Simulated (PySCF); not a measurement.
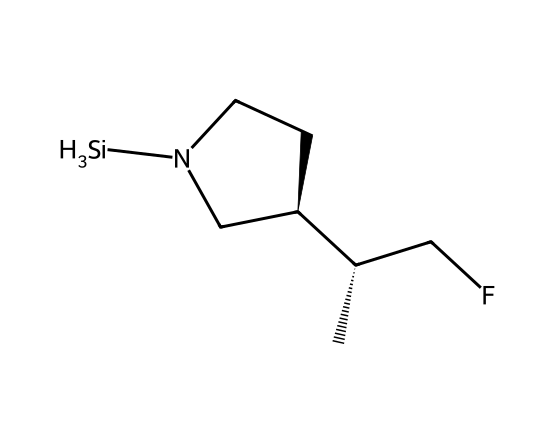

Skeletal drawing of a molecule.

**Give its SMILES.**

C[C@@H](CF)[C@@H]1CCN([SiH3])C1

**What is the molecular formula?**

C7H16FNSi.

**An optimisation with PBE0-D3(BJ)/def2-SVP gave a structure of which point group?**

C1.

The parts below concern this one geometry. Atoms keep their numbers from picture to picture. The geometry was computed by an optimisation with PBE0-D3(BJ)/def2-SVP. No frequency run is at hand to confirm it as a minimum.

## Geometry

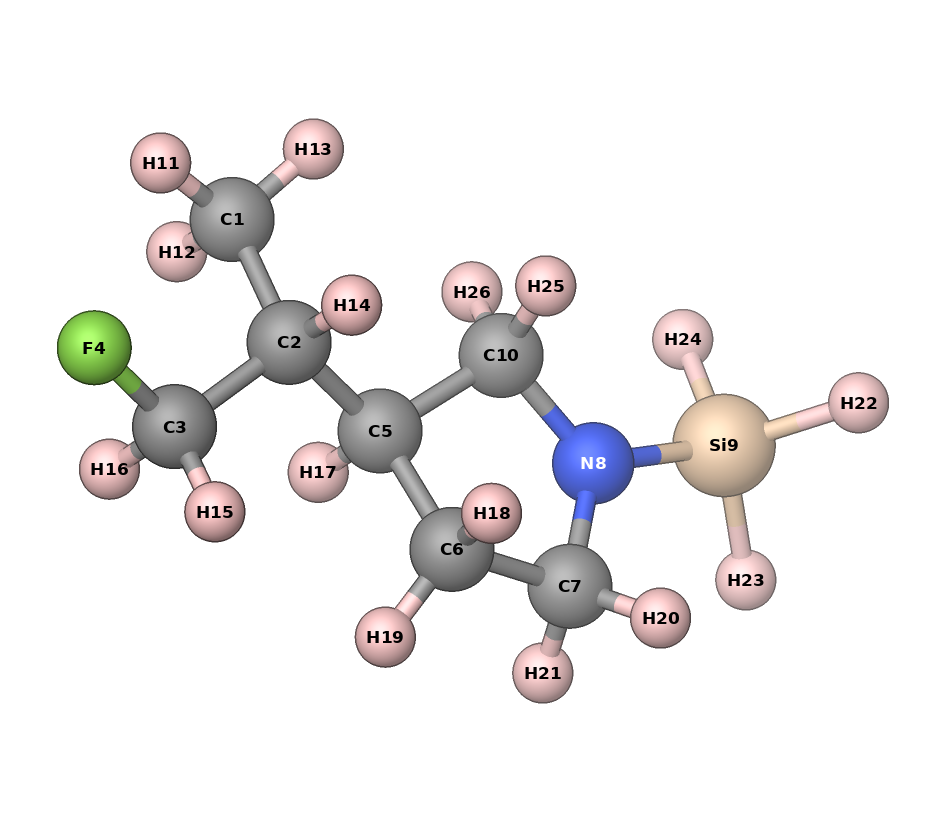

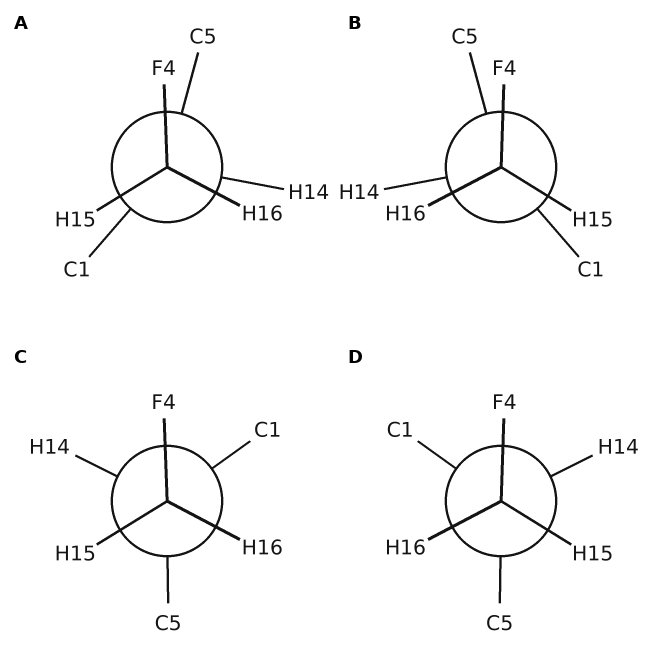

Atoms fade into the background with distance from the viewer. Bonds that would overlap in a projection are set slightly apart. No frequency run is at hand to confirm it as a minimum.

**Which Newman projection shows the view along C3–C2, with C3 in front?**

D. The torsion angle F4–C3–C2–C1 is −56°, synclinal (gauche).

## NMR shielding

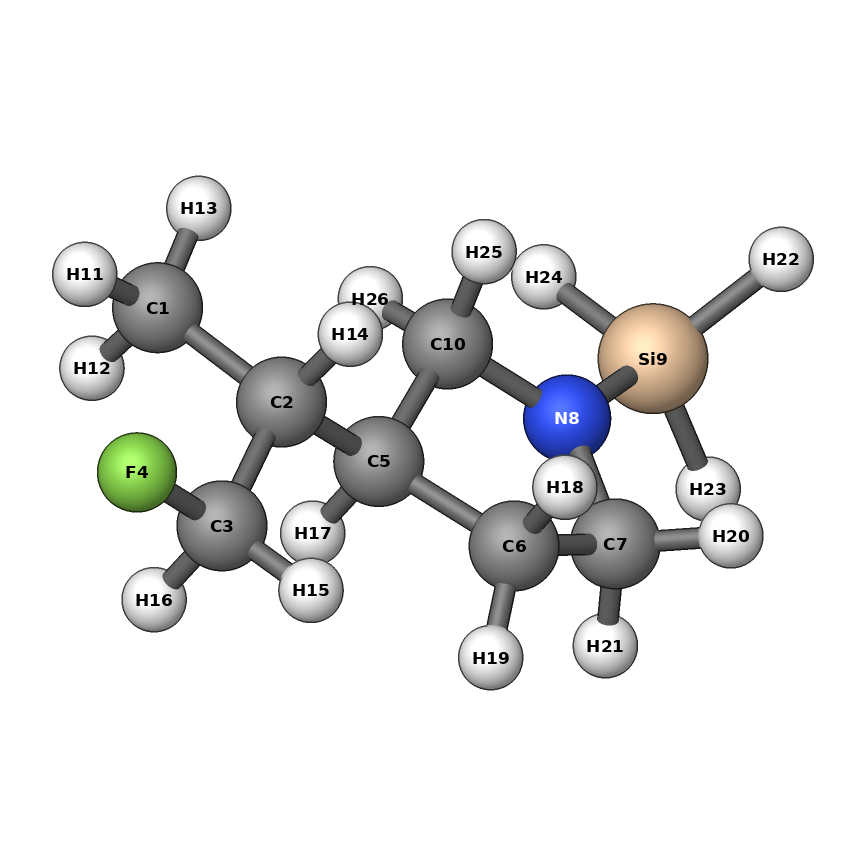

No frequency run is at hand to confirm it as a minimum. Level of theory: GIAO PBE0/pcSseg-1 NMR shielding, non-relativistic, IEF-PCM water (PySCF 2.14.0). Principal shieldings σ11 ≤ σ22 ≤ σ33, span Ω = σ33 − σ11, skew κ = 3(σiso − σ22)/Ω.

Give the shielding tensors of the N atoms.

| atom | σ11 | σ22 | σ33 | σiso | Ω | κ |
| --- | --- | --- | --- | --- | --- | --- |
| N8 | 175.1 | 271.0 | 284.8 | 243.6 | 109.7 | −0.75 |

Shieldings and span in ppm.

## Dipole moment

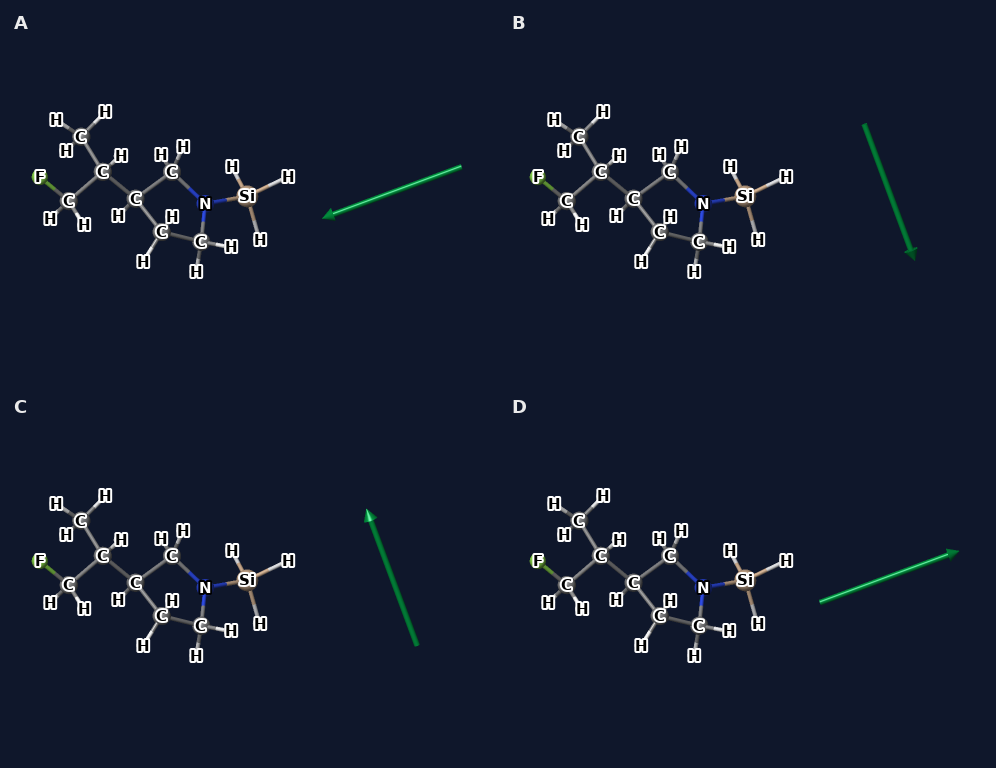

The same molecule four times, each with an arrow. No frequency run is at hand to confirm it as a minimum. Method: PBE0/pcSseg-1, gas phase (PySCF 2.14.0).

**Which arrow points along the dipole moment, from the negative to the positive end?**

B. The dipole moment is 1.01 D.

## Bond orders

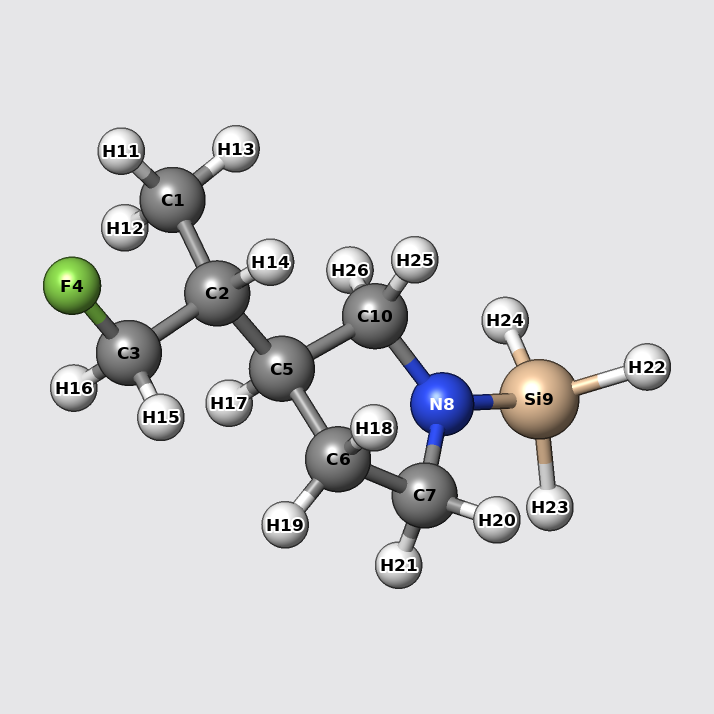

Every bond is drawn as one stick. No frequency run is at hand to confirm it as a minimum. Computed with PBE0/pcSseg-1 (PySCF 2.14.0).

List the Mayer bond orders of C1–C2, C2–C3, C2–C5, C3–F4, C5–C6, C5–C10, C6–C7, C7–N8, N8–Si9, N8–C10 (bonds between heavy atoms, one of each equivalent set).

```
  bond  Mayer order  length (Å)
 C1–C2         1.03       1.524
 C2–C3         1.02       1.518
 C2–C5         0.95       1.527
 C3–F4         0.88       1.375
 C5–C6         1.01       1.531
C5–C10         0.98       1.529
 C6–C7         1.04       1.531
 C7–N8         0.91       1.458
N8–Si9         0.97       1.729
N8–C10         0.92       1.448
```

## Charges

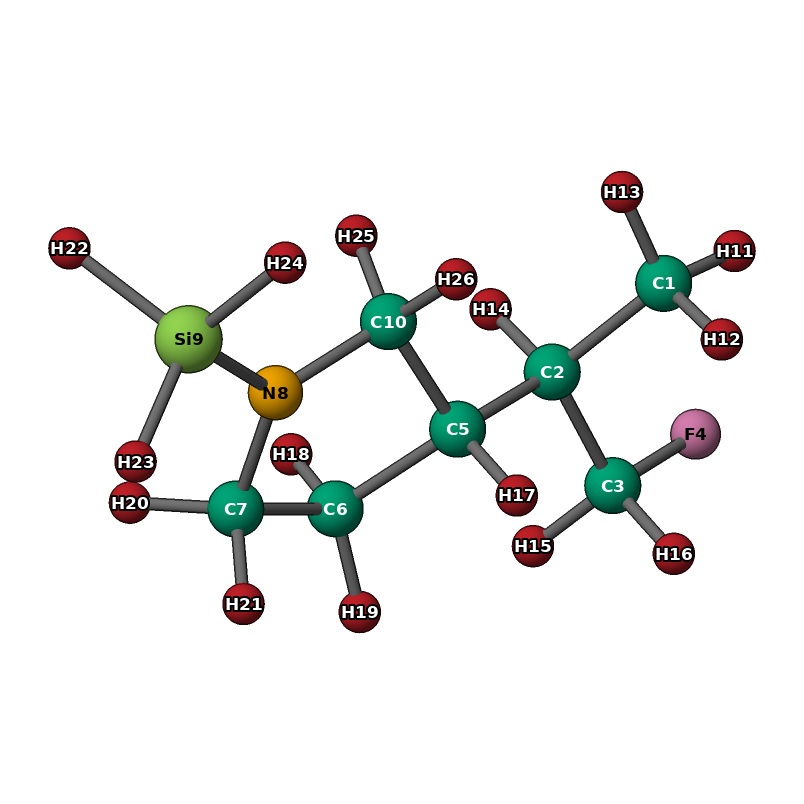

The questions are on IAO charges. No frequency run is at hand to confirm it as a minimum. Properties computed with PBE0/pcSseg-1 in tetrahydrofuran (IEF-PCM) (PySCF 2.14.0).

**Which atom carries the highest charge (most positive or least negative)?**

Si9 (0.72 e).

**And the lowest?**

N8 (−0.52 e).

Give the IAO charges atom by atom.

| atom | value (e) |
| --- | --- |
| C1 | −0.42 |
| C2 | −0.11 |
| C3 | 0.05 |
| F4 | −0.34 |
| C5 | −0.10 |
| C6 | −0.26 |
| C7 | −0.15 |
| N8 | −0.52 |
| Si9 | 0.72 |
| C10 | −0.14 |
| H11 | 0.15 |
| H12 | 0.13 |
| H13 | 0.14 |
| H14 | 0.13 |
| H15 | 0.14 |
| H16 | 0.13 |
| H17 | 0.12 |
| H18 | 0.13 |
| H19 | 0.14 |
| H20 | 0.13 |
| H21 | 0.12 |
| H22 | −0.16 |
| H23 | −0.13 |
| H24 | −0.13 |
| H25 | 0.11 |
| H26 | 0.14 |
